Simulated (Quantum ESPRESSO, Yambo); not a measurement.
# Beyond one shot: CdTe (F-43m), part 2 of 2

How far does self-consistency move the gap of CdTe (F-43m)?

Quantum ESPRESSO 7.5 and Yambo 5.3.0; PBE and many-body steps on it, plane waves. Known limits of the many-body steps: not at the basis limit; no spin-orbit coupling; coarse k mesh.

So far. Step 5 (evGW0, cycle 1): Against G0W0 in Yambo (4×4×4 mesh, 119 bands, screening to 149.7 eV, Godby-Needs plasmon pole), the gap moves by +0.082 eV. Step 6 (evGW0, cycle 2): Against the cycle before, the gap moves by +0.010 eV.

The database entry behind the starting cell differs from later determinations by our own check (an axis about 1.1 % short against later determinations), so it need not match the best structure at ambient conditions.

## Step 7: evGW, cycle 1

This step: evGW on PBE, plane waves, norm-conserving pseudopotentials.

gw4.in

```
HF_and_locXC
gw0
dyson
ppa
em1d
rim_cut
RandQpts= 1000000
RandGvec= 1 RL
EXXRLvcs= 94 Ry
VXCRLvcs= 376 Ry
Chimod= "HARTREE"
% BndsRnXp
 1 | 119 |
%
NGsBlkXp= 11 Ry
% LongDrXp
 1 | 1 | 1 |
%
% GbndRnge
 1 | 119 |
%
DysSolver= "n"
ExtendOut
PPAPntXp= 27.21138 eV
% QPkrange
 1 | 8 | 14 | 26 |
%
GfnQPdb= "E < ./gw1/ndb.QP"
XfnQPdb= "E < ./gw1/ndb.QP"
```

The run is started by

```sh
OMP_NUM_THREADS=1 mpirun -n 4 yambo -F gw4.in -J gw4 -C gw4 > gw4.log
```

Log:

```text
 Yambo, version 5.3.0

 [02] CORE Variables Setup
 =========================

  [... cell, symmetries and grids as in the set-up ...]

  [02.05] Energies & Occupations
  ==============================

  [X] === General ===
  [X] Electronic Temperature                        :  0.000000  0.000000 [eV K]
  [X] Bosonic    Temperature                        :  0.000000  0.000000 [eV K]
  [X] Finite Temperature mode                       : no
  [X] El. density                                   :  0.66825E+24 [cm-3]
[...]
Sx RL components                                 :   6879

   QP @ state[ 1 ] K range                          :   1   8
   QP @ state[ 1 ] b range                          :  14  26
   GF energies kind                                 : Perdew, Burke & Ernzerhof(X)+Perdew, Burke & Ernzerhof(C)+ E < ./gw1/ndb.QP + @E Fit
   GF WF`s kind                                     : Perdew, Burke & Ernzerhof(X)+Perdew, Burke & Ernzerhof(C)
   Xs energies kind                                 : Perdew, Burke & Ernzerhof(X)+Perdew, Burke & Ernzerhof(C)
   Xs WF`s kind                                     : Perdew, Burke & Ernzerhof(X)+Perdew, Burke & Ernzerhof(C)

 [15] Game Over & Game summary
```

Run time: 19 min. Hardware: 4 MPI ranks of Arm Neoverse V1, shared host; peak memory 2.7 GiB.

Numbers from this step:

| Property | Result |
| --- | --- |
| quasiparticle gap on the mesh | 1.838 eV |
| gap of the density functional on the mesh | 0.8701 eV |
| k of the valence top | 0, 0, 0 |
| k of the conduction bottom | 0, 0, 0 |
| least direct quasiparticle gap on the computed points | 1.838 eV |

Against G0W0 in Yambo (4×4×4 mesh, 119 bands, screening to 149.7 eV, Godby-Needs plasmon pole), the gap moves by +0.187 eV.

The program's own table gives 1.970 eV, which is too large where the input levels are shifted: this version takes Σc at the unshifted level E₀, yet steps from the shifted one. The value above is the Newton step from E₀, E₀ + Z(Σc + Σx − Vxc), rebuilt from the printed columns.

## Step 8: evGW, cycle 2

gw5.in, as its differences from gw4.in of step 7:

```diff
@@ -27,3 +27,3 @@
 %
-GfnQPdb= "E < ./gw1/ndb.QP"
-XfnQPdb= "E < ./gw1/ndb.QP"
+GfnQPdb= "E < ./gw4_fix/ndb.QP"
+XfnQPdb= "E < ./gw4_fix/ndb.QP"
```

The run is started by

```sh
OMP_NUM_THREADS=1 mpirun -n 4 yambo -F gw5.in -J gw5 -C gw5 > gw5.log
```

Log:

```text
 Yambo, version 5.3.0

 [02] CORE Variables Setup
 =========================

  [... cell, symmetries and grids as in the set-up ...]

  [02.05] Energies & Occupations
  ==============================

  [X] === General ===
  [X] Electronic Temperature                        :  0.000000  0.000000 [eV K]
  [X] Bosonic    Temperature                        :  0.000000  0.000000 [eV K]
  [X] Finite Temperature mode                       : no
  [X] El. density                                   :  0.66825E+24 [cm-3]
[...]
Sx RL components                                 :   6879

   QP @ state[ 1 ] K range                          :   1   8
   QP @ state[ 1 ] b range                          :  14  26
   GF energies kind                                 : Perdew, Burke & Ernzerhof(X)+Perdew, Burke & Ernzerhof(C)+ E < ./gw1/ndb.QP + @E Fit+ E < ./gw4_fix/
   GF WF`s kind                                     : Perdew, Burke & Ernzerhof(X)+Perdew, Burke & Ernzerhof(C)
   Xs energies kind                                 : Perdew, Burke & Ernzerhof(X)+Perdew, Burke & Ernzerhof(C)
   Xs WF`s kind                                     : Perdew, Burke & Ernzerhof(X)+Perdew, Burke & Ernzerhof(C)

 [15] Game Over & Game summary
```

The job ended after 19 min (4 MPI ranks; peak memory 2.7 GiB; 74 min of CPU time).

Numbers from this step:

* quasiparticle gap on the mesh: 1.889 eV
* gap of the density functional on the mesh: 0.8701 eV
* k of the valence top: 0, 0, 0
* k of the conduction bottom: 0, 0, 0
* least direct quasiparticle gap on the computed points: 1.889 eV

Against the cycle before, the gap moves by +0.050 eV.

The program's own table gives 2.047 eV, which is too large where the input levels are shifted: this version takes Σc at the unshifted level E₀, yet steps from the shifted one. The value above is the Newton step from E₀, E₀ + Z(Σc + Σx − Vxc), rebuilt from the printed columns.

## Step 9: evGW, cycle 3

gw6.in, as its differences from gw5.in of step 8:

```diff
@@ -27,3 +27,3 @@
 %
-GfnQPdb= "E < ./gw4_fix/ndb.QP"
-XfnQPdb= "E < ./gw4_fix/ndb.QP"
+GfnQPdb= "E < ./gw5_fix/ndb.QP"
+XfnQPdb= "E < ./gw5_fix/ndb.QP"
```

The run is started by

```sh
OMP_NUM_THREADS=1 mpirun -n 4 yambo -F gw6.in -J gw6 -C gw6 > gw6.log
```

Log:

```text
 Yambo, version 5.3.0

 [02] CORE Variables Setup
 =========================

  [... cell, symmetries and grids as in the set-up ...]

  [02.05] Energies & Occupations
  ==============================

  [X] === General ===
  [X] Electronic Temperature                        :  0.000000  0.000000 [eV K]
  [X] Bosonic    Temperature                        :  0.000000  0.000000 [eV K]
  [X] Finite Temperature mode                       : no
  [X] El. density                                   :  0.66825E+24 [cm-3]
[...]
Sx RL components                                 :   6879

   QP @ state[ 1 ] K range                          :   1   8
   QP @ state[ 1 ] b range                          :  14  26
   GF energies kind                                 : Perdew, Burke & Ernzerhof(X)+Perdew, Burke & Ernzerhof(C)+ E < ./gw1/ndb.QP + @E Fit+ E < ./gw4_fix/
   GF WF`s kind                                     : Perdew, Burke & Ernzerhof(X)+Perdew, Burke & Ernzerhof(C)
   Xs energies kind                                 : Perdew, Burke & Ernzerhof(X)+Perdew, Burke & Ernzerhof(C)
   Xs WF`s kind                                     : Perdew, Burke & Ernzerhof(X)+Perdew, Burke & Ernzerhof(C)

 [15] Game Over & Game summary
```

It took 19 min on 4 MPI ranks; peak memory 2.7 GiB; 74 min of CPU time.

This step gave:

| Item | Value |
| --- | --- |
| quasiparticle gap on the mesh | 1.903 eV |
| gap of the density functional on the mesh | 0.8701 eV |
| k of the valence top | 0, 0, 0 |
| k of the conduction bottom | 0, 0, 0 |
| least direct quasiparticle gap on the computed points | 1.903 eV |

Against the cycle before, the gap moves by +0.014 eV.

The program's own table gives 2.068 eV, which is too large where the input levels are shifted: this version takes Σc at the unshifted level E₀, yet steps from the shifted one. The value above is the Newton step from E₀, E₀ + Z(Σc + Σx − Vxc), rebuilt from the printed columns.

## Step 10: evGW, cycle 4

gw7.in, as its differences from gw6.in of step 9:

```diff
@@ -27,3 +27,3 @@
 %
-GfnQPdb= "E < ./gw5_fix/ndb.QP"
-XfnQPdb= "E < ./gw5_fix/ndb.QP"
+GfnQPdb= "E < ./gw6_fix/ndb.QP"
+XfnQPdb= "E < ./gw6_fix/ndb.QP"
```

The run is started by

```sh
OMP_NUM_THREADS=1 mpirun -n 4 yambo -F gw7.in -J gw7 -C gw7 > gw7.log
```

Log:

```text
 Yambo, version 5.3.0

 [02] CORE Variables Setup
 =========================

  [... cell, symmetries and grids as in the set-up ...]

  [02.05] Energies & Occupations
  ==============================

  [X] === General ===
  [X] Electronic Temperature                        :  0.000000  0.000000 [eV K]
  [X] Bosonic    Temperature                        :  0.000000  0.000000 [eV K]
  [X] Finite Temperature mode                       : no
  [X] El. density                                   :  0.66825E+24 [cm-3]
[...]
Sx RL components                                 :   6879

   QP @ state[ 1 ] K range                          :   1   8
   QP @ state[ 1 ] b range                          :  14  26
   GF energies kind                                 : Perdew, Burke & Ernzerhof(X)+Perdew, Burke & Ernzerhof(C)+ E < ./gw1/ndb.QP + @E Fit+ E < ./gw4_fix/
   GF WF`s kind                                     : Perdew, Burke & Ernzerhof(X)+Perdew, Burke & Ernzerhof(C)
   Xs energies kind                                 : Perdew, Burke & Ernzerhof(X)+Perdew, Burke & Ernzerhof(C)
   Xs WF`s kind                                     : Perdew, Burke & Ernzerhof(X)+Perdew, Burke & Ernzerhof(C)

 [15] Game Over & Game summary
```

Wall time 19 min (4 MPI ranks); peak memory 2.7 GiB.

This step gave:

```yaml
quasiparticle_gap_on_the_mesh: 1.909 eV
gap_of_the_density_functional_on_the_mesh: 0.8701 eV
k_of_the_valence_top: 0, 0, 0
k_of_the_conduction_bottom: 0, 0, 0
least_direct_quasiparticle_gap_on_the_computed_points: 1.909 eV
```

Against the cycle before, the gap moves by +0.005 eV.

The program's own table gives 2.075 eV, which is too large where the input levels are shifted: this version takes Σc at the unshifted level E₀, yet steps from the shifted one. The value above is the Newton step from E₀, E₀ + Z(Σc + Σx − Vxc), rebuilt from the printed columns.

## Step 11: Side by side

Times are wall times on 4 MPI ranks of Arm Neoverse V1, shared host, good to a factor of about two.

| run | mesh | bands | screening cutoff (eV) | DFT gap (eV) | gap on the mesh (eV) | direct (eV) | time |
| --- | --- | --- | --- | --- | --- | --- | --- |
| G0W0 | 4×4×4 | 119 | 149.7 | 0.870 | 1.652 | 1.652 | 19 min |
| evGW0, cycle 1 | 4×4×4 | 119 | 149.7 | 0.870 | 1.734 | 1.734 | 16 min |
| evGW0, cycle 2 | 4×4×4 | 119 | 149.7 | 0.870 | 1.744 | 1.744 | 16 min |
| evGW, cycle 1 | 4×4×4 | 119 | 149.7 | 0.870 | 1.838 | 1.838 | 19 min |
| evGW, cycle 2 | 4×4×4 | 119 | 149.7 | 0.870 | 1.889 | 1.889 | 19 min |
| evGW, cycle 3 | 4×4×4 | 119 | 149.7 | 0.870 | 1.903 | 1.903 | 19 min |
| evGW, cycle 4 | 4×4×4 | 119 | 149.7 | 0.870 | 1.909 | 1.909 | 19 min |

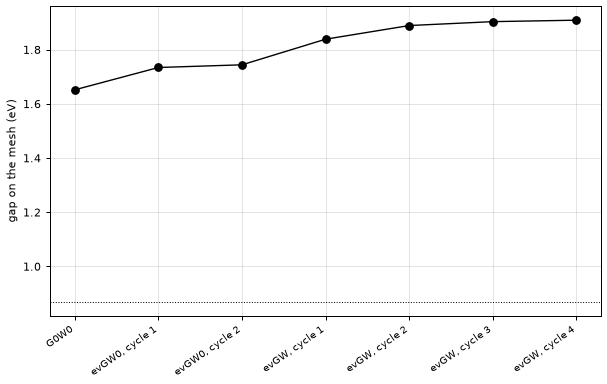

The gap through the cycles; the dotted line is the starting gap.

## Step 12: Results

| Item | Value |
| --- | --- |
| G0W0 | 1.652 eV |
| evGW0, cycle 1 | 1.734 eV |
| evGW0, cycle 2 | 1.744 eV |
| evGW, cycle 1 | 1.838 eV |
| evGW, cycle 2 | 1.889 eV |
| evGW, cycle 3 | 1.903 eV |
| evGW, cycle 4 | 1.909 eV |
| known limits | not at the basis limit; no spin-orbit coupling; coarse k mesh |

What this shows: evGW0 ends at 1.74 eV, +0.09 eV from G0W0, after 2 cycles that took 32 min beside the first screening; the last moved the gap by 0.010 eV. evGW ends at 1.91 eV, +0.26 eV from G0W0, after 4 cycles that took 75 min beside the first screening; the last moved the gap by 0.005 eV. Bands and cutoff are finite, so the gap is not at the basis limit. The miss can reach some tenths of an eV and take either sign; the mesh is an error of its own. The 4×4×4 mesh is coarse for this cell, which bears on the long-range parts of exchange and screening. The many-body steps are scalar-relativistic: spin-orbit coupling is not in them.

[Paths, hosts, dates, memory and timing lines, banners, echoed tables and standing remarks are left out of the program output.]

[Logs are printed without paths, hosts, clocks, repeated set-up lines and the standing remarks that a program may print on its own settings, such as how far it seeks lower states.]

[Runs of the session that timed out or met a known fault of the program may be left out.]

[Hosts, paths, dates, database ids (printed as entryN), source tags and the programs' standing remarks are cut or masked in the printed files.]
